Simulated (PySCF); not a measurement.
B(AsH3)Cl3 (AsBCl$_{3}$H$_{3}$).

Method: CAM-B3LYP/def2-SVPD; geometry: GFN2-xTB; program: PySCF. No frequency check shows the geometry to be a minimum. GFN2-xTB bond lengths at metals and heavier atoms can be off by up to 0.1 Å and shapes distorted, which carries into these values.

Input

```python
import numpy as np
from pyscf import gto, scf, dft, tdscf
from pyscf.scf import atom_ks, atom_hf
from scipy.linalg import block_diag

def solve(mol, dm0=None, hcore=None):
    mf = (dft.UKS if mol.spin else dft.RKS)(mol, xc='camb3lyp')
    mf.grids.level = 3
    mf = mf.density_fit(auxbasis='def2-universal-jkfit')
    mf.conv_tol, mf.max_cycle = 1e-8, 80
    if hcore is not None:
        mf.get_hcore = lambda *args: hcore
    mf.kernel(dm0)
    if not mf.converged:
        mf = mf.newton().run(mf.mo_coeff, mf.mo_occ, max_cycle=30)
    assert mf.converged, 'SCF not converged'
    return mf

mol = gto.M(atom='''
B     -0.64039    -0.00137     0.00004
As     1.51317     0.01382    -0.00074
H      2.24290     0.72545    -1.04937
H      2.23017    -1.25689    -0.08904
H      2.23630     0.56481     1.14418
Cl    -1.03752    -0.71301    -1.61857
Cl    -1.07616     1.74480     0.20081
Cl    -1.02998    -1.06017     1.41885
''', basis='def2-svpd', charge=0, spin=0, verbose=4)
mf = solve(mol)
td = mf.TDA()
td.nstates, td.singlet, td.conv_tol = 5, True, 1e-5
td.kernel()
td.analyze()
x, y = np.array([p[0] for p in td.xy]), np.array([p[1] + 0 * p[0] for p in td.xy])
f, mu = td.oscillator_strength(), td.transition_dipole()
nto = [td.get_nto(state=i + 1, verbose=4) for i in range(len(td.e))]
# spherically averaged free atoms, for the promolecule
atm = atom_ks.get_atm_nrks(mol, xc='camb3lyp')
pro = block_diag(*[(atm[a[0]][2] * atm[a[0]][3]) @ atm[a[0]][2].T for a in mol._atom])
np.savez('result.npz', e=td.e, f=f, ok=td.converged, w=[n[0] for n in nto], nto=[n[1] for n in nto], x=x, y=y, c=mf.mo_coeff, occ=mf.mo_occ, eps=mf.mo_energy, pro=pro, mu=mu)
```

Launched as:

```sh
OMP_NUM_THREADS=1 python input.py
```

The run took 13 min on 1 thread of Arm Neoverse V2, on a shared host, peak memory 0.89 GiB.

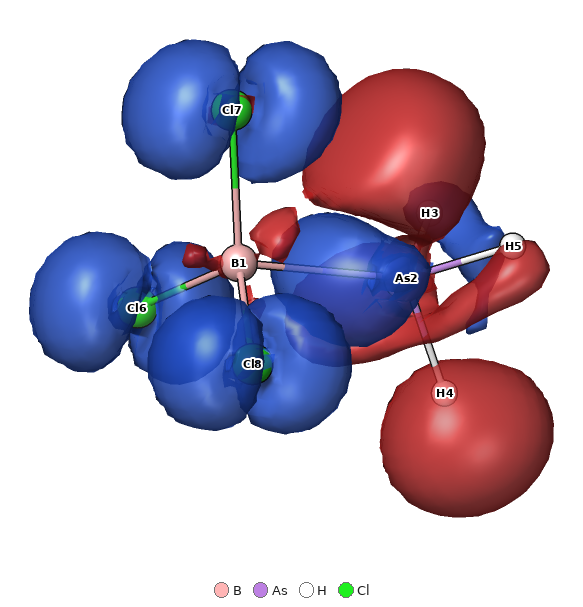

Unrelaxed difference density of S₃ less the ground state (TDA singlet states), ±0.015 e/Å³; red: gain, blue: loss.

> How does the charge move on excitation?

0.68 e is displaced in all, of which about 0.4 e passes between atoms: Cl6 and Cl8 (0.15 e each) and Cl7 (0.10 e) lose electrons and H4 (0.20 e) and As2 (0.15 e) gain them. The state: 7.38 eV (168 nm), f = 0.039, partly diffuse acceptor orbital; the leading pair carries 87 %; hole on As2 (26 %), Cl7 (23 %) and Cl6 and Cl8 (18 % each), electron on As2 (41 %), H4 (22 %) and Cl7 (13 %) (atom shares of so diffuse an orbital are rough); their centroids lie 1.4 Å apart; S₄ and S₅ lie within 0.1 eV of it.
